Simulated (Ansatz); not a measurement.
Consider ZnO in the wurtzite structure (space group P6_3mc, No. 186; a = 3.279 Å, c = 5.294 Å).

The change: an isotropic linear strain of +3.00 %; the atoms relax in the strained cell.

Level of theory: plane-wave PAW DFT at the PBE level (Ansatz, a first-principles code, 420 eV), no spin-orbit coupling.

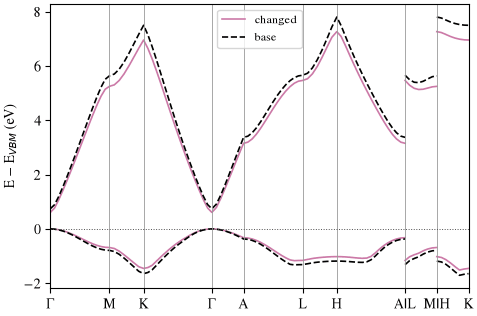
Fig. 1. Highest valence and lowest conduction band along the path, each from its own valence-band maximum

### Question
From the figure, how large is the changed gap, and is it direct?

### Answer
About 0.6 eV, direct at Γ.

Stability against distortions was not tested.
